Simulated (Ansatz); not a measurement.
```yaml
crystal:
  periodic: [false, false, false]
  atoms:
    - {symbol: Cl, position_ang: [-1.958562, 0.180293, -0.629003]}
    - {symbol: Ga, position_ang: [-0.158566, 0.134800, -0.109559]}
    - {symbol: Br, position_ang: [0.861784, -1.655140, 0.848082]}
    - {symbol: H, position_ang: [0.580757, 1.461492, -0.401961]}
basis:
  gaussian: {orbitals: def2-TZVPP}
correlation: {method: ccsd_t}
```

Geometry: moved along internal coordinates away from the minimum.

Describe the molecule in this file.

It has 4 atoms: 1 bromine, 1 chlorine, 1 gallium and 1 hydrogen (BrClGaH). Its SMILES string is `[Cl][GaH][Br]`. All atoms lie on one plane. Coordination: 1 Ga trigonal planar.

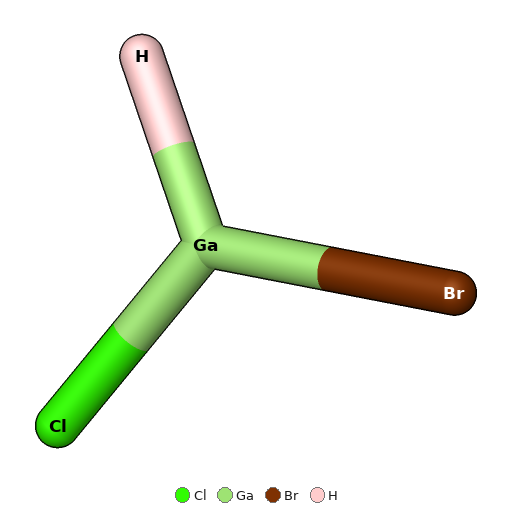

The picture comes from a calculation with Ansatz.
